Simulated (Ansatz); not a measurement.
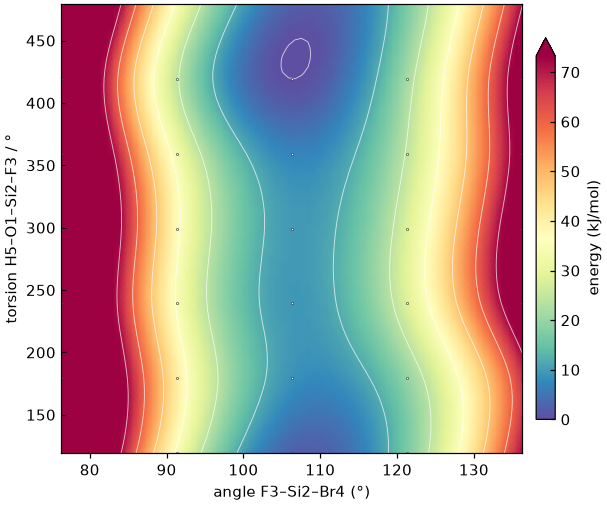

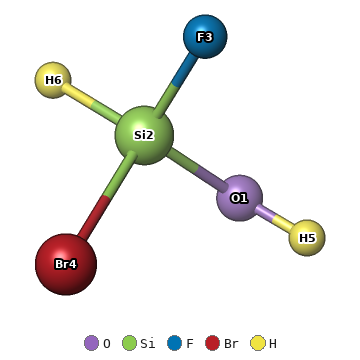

Energy landscape of BrFH₂OSi, SMILES O[SiH](F)Br. Two internal coordinates are moved rigidly from the geometry relaxed at PBE0-D4/def2-TZVP, all others fixed. First axis: angle F3–Si2–Br4. Second axis: torsion H5–O1–Si2–F3. The scan uses a 5 × 6 grid. Points are written as (first, second). Energies: kJ/mol, counted from the lowest grid point. Computed with RKS PBE-D4/def2-TZVPP (Ansatz).

Drawn: a smooth colour map with a few white contour lines, dots at the grid points, one colour for all values above the top of the scale. Between grid points the surface is interpolated. The second picture is the structure at the lowest point.

### Describe this landscape.

The lowest grid point is at (106.3°, 419°). No other kind of well shows on this grid. The highest grid point, (76.3°, 179°), lies 145 kJ/mol above the lowest. On the interpolated surface the easiest way out of the lowest well to its copy in the next cell or period passes a barrier of about 10 kJ/mol, counted from the interpolated bottom of the well. Round the minimum the valley is somewhat tilted: raising angle F3–Si2–Br4 shifts the best value of torsion H5–O1–Si2–F3 upwards (coupling k₁₂/√(k₁₁k₂₂) about −0.2).

The values on the grid:

| torsion H5–O1–Si2–F3 ↓, angle F3–Si2–Br4 → | 76.3 | 91.3 | 106.3 | 121.3 | 136.3 |
| --- | --- | --- | --- | --- | --- |
| 419 | 126 | 25 | 0 | 21 | 82 |
| 359 | 132 | 33 | 7 | 25 | 80 |
| 299 | 140 | 38 | 10 | 28 | 87 |
| 239 | 136 | 36 | 9 | 28 | 85 |
| 179 | 145 | 41 | 9 | 20 | 67 |
| 119 | 143 | 35 | 2 | 17 | 72 |
